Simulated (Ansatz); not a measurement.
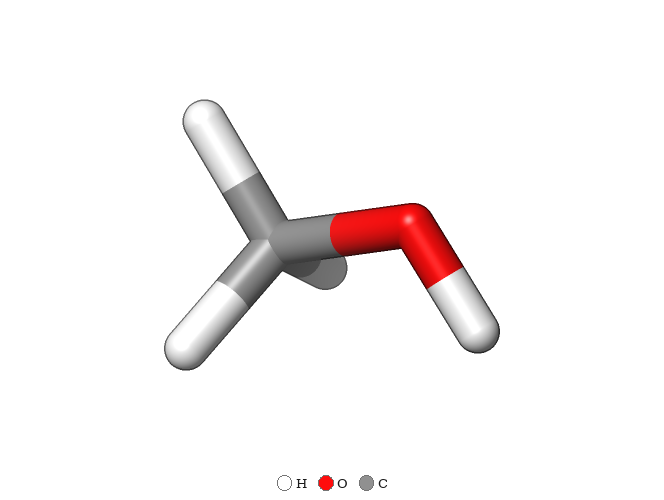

Stick drawing of a structure.

Computed geometry: PBE0-D4/def2-TZVP optimisation.

Identify the structure.

The molecule is CH4O. This geometry has Cs symmetry. Coordination: 1 O bent; 1 C tetrahedral.

The parts below concern this one geometry. Atoms keep their numbers from picture to picture.

**Thermal motion**

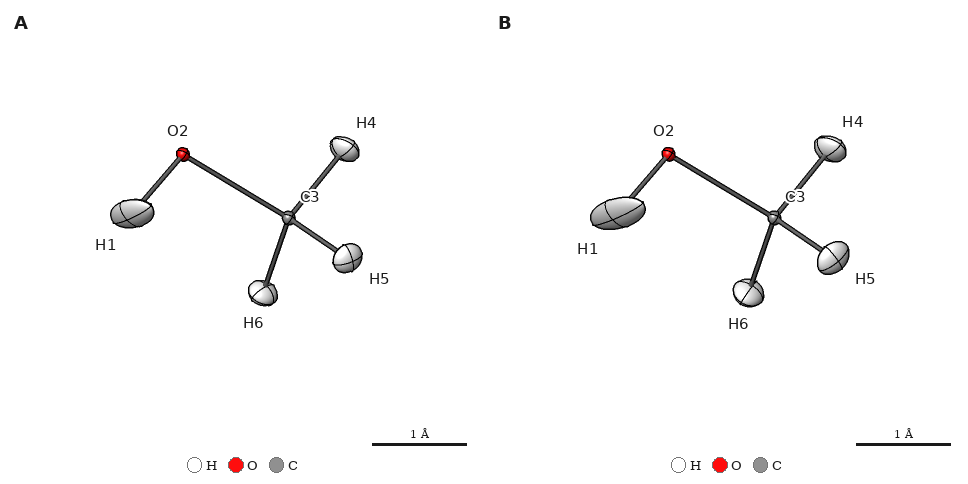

Displacement ellipsoids at the 50 % level, from the internal vibrations of the free molecule (harmonic, no overall translation or rotation; no half-axis is drawn under 0.075 Å). Vibrations computed with RKS PBE0-D4/def2-TZVP (Ansatz 0.2.0). One panel is for 298 K, the other for 600 K.

> Which panel is for 600 K?

B.

> How much does the mean-square displacement of H1 grow, and why?

U_eq goes from 0.0268 to 0.0441 Å², a factor of 1.6. Modes below kT (417 cm⁻¹ at 600 K) grow about in proportion to T, and the lowest lies at 306 cm⁻¹; the mean-square amplitude of a mode is its zero-point value times coth(ħω/2kT), which comes close to 1 only above about 3kT.

**Electronic properties**

Level of theory: RKS PBE0-D4/def2-TZVPP (Ansatz 0.2.0).

What does the calculation give?

- HOMO energy (Kohn–Sham orbital): −7.89 eV
- LUMO energy (Kohn–Sham orbital): 1.10 eV
- HOMO–LUMO gap: 8.99 eV

**Charges**

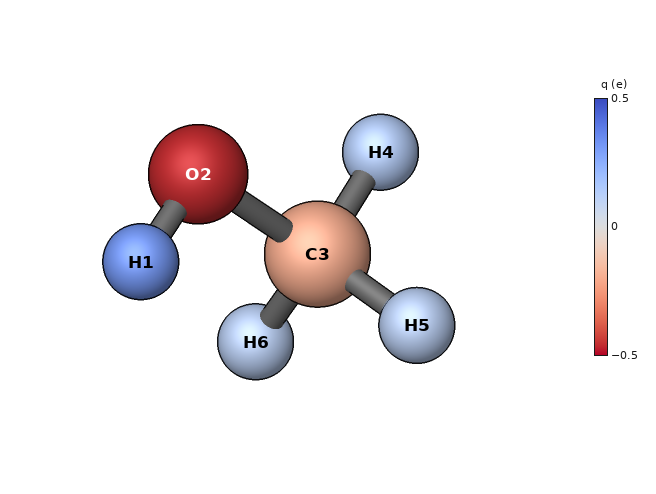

Atoms are coloured by their Mulliken charges. Properties computed with RKS PBE0-D4/def2-TZVP (Ansatz 0.2.0).

> Which atom carries the highest charge (most positive or least negative)?

H1 (0.31 e).

> And the lowest?

O2 (−0.46 e).

List the Mulliken charges.

| atom | value (e) |
| --- | --- |
| H1 | 0.31 |
| O2 | −0.46 |
| C3 | −0.19 |
| H4 | 0.13 |
| H5 | 0.11 |
| H6 | 0.11 |

**Vibrations**

Harmonic vibrations computed with RKS PBE0-D4/def2-TZVP (Ansatz 0.2.0) at a stationary point of the same level.

> List the wavenumbers.

12 modes: 306, 1064, 1108, 1174, 1374, 1477, 1490, 1505, 3005, 3057, 3131, 3880 cm⁻¹.

Mulliken values depend strongly on the basis set and can even reverse the polarity of a bond.
